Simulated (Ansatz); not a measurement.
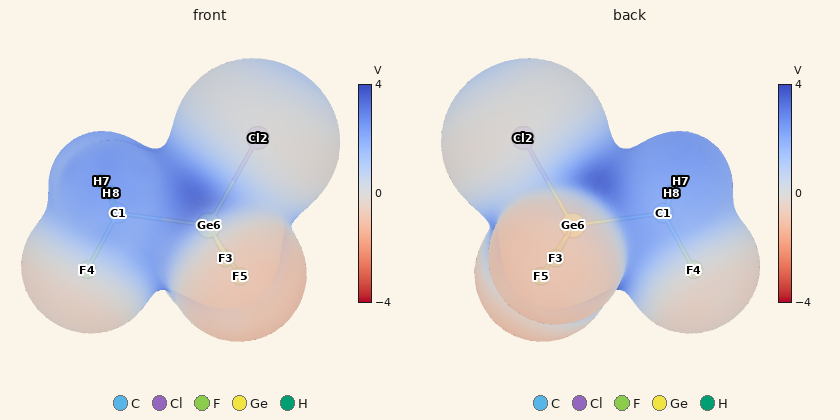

Figure. CH2ClF3Ge (SMILES F[CH2][Ge]([F])([F])[Cl]). The molecular electrostatic potential painted on the density surface at 0.004 e/bohr³, seen from the front and from behind; red is negative and blue positive.

Geometry: B3LYP/6-31G*.

Computed with Ansatz 0.2.0, isolated molecule in a Gaussian basis; Kohn-Sham density functional theory, functional PBE0.

Input

```
crystal:
  periodic: [false, false, false]
  atoms:
    - symbol: C
      position_ang: [-0.103734, 1.305541, 0.910595]
    - symbol: Cl
      position_ang: [-2.372257, -0.578786, 2.617642]
    - symbol: F
      position_ang: [0.458740, -1.621633, 1.691257]
    - symbol: F
      position_ang: [0.910351, 1.308004, -0.021491]
    - symbol: F
      position_ang: [-1.380095, -1.220002, -0.308833]
    - symbol: Ge
      position_ang: [-0.779340, -0.535518, 1.161954]
    - symbol: H
      position_ang: [0.266424, 1.670534, 1.874427]
    - symbol: H
      position_ang: [-0.933885, 1.932871, 0.569222]
basis:
  gaussian:
    orbitals: def2-SVPD
hamiltonian:
  xc: {name: PBE0}
output: {forces: true, orbitals: {seedname: orbitals}}
```

Command:

```sh
ansatz run input.yaml --threads 2 --pin off --max-ram 4350MiB --events-out events.jsonl --progress --plain --runs-dir runs
```

### Where is the surface potential most negative and most positive?

The most negative region (about −0.9 V) lies over F3 and F5, the most positive (about +3.4 V) over Ge6. Cl2 shows a σ-hole: about +0.9 V at the tip opposite its bond, against about 0.0 V on its flanks.

### How polar is the molecule by this calculation?

Its dipole moment is 3.14 D.
